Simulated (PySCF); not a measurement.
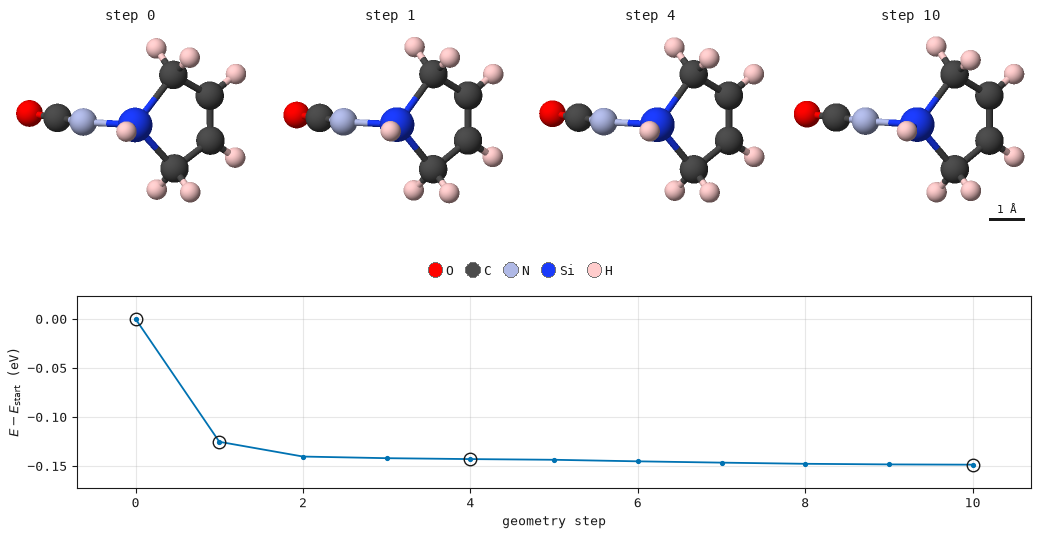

Frames of a relaxation of C$_{5}$H$_{7}$NOSi, marked on the history of the run. A ball-and-stick model, seen face on.

The start comes from GFN2-xTB. Its atoms were then displaced at random by about 0.01 Å.

All numbers below come from PySCF, PBE0-D3(BJ)/def2-TZVP geometry optimisation, gas phase. 

Q: Describe the path.

A: Over 10 geometry steps the energy falls by 0.149 eV. The atom that moves furthest after the best rigid fit is the N atom (0.16 Å). By element the largest moves are N 0.16 Å, H 0.11 Å, Si 0.08 Å, O 0.07 Å, C 0.06 Å. Among the contacts that change: C–Si 1.924 → 1.879 Å, N–Si 1.678 → 1.716 Å, C–H 1.068 → 1.094 Å, C–H 1.100 → 1.086 Å. Bond angles that change, for instance: C–N–Si 154.4° → 163.8°, C–Si–C 92.5° → 96.7°, O–C–N 174.8° → 178.2°. The run took 4.8 min on 2 threads of Intel(R) Xeon(R) Platinum 8488C, with other jobs on the host. From step 0 to 1: the O atom moves most (0.26 Å), energy −0.125 eV. From step 1 to 4: the O atom moves most (0.14 Å), energy −0.018 eV. From step 4 to 10: the O atom moves most (0.17 Å), energy −0.006 eV.
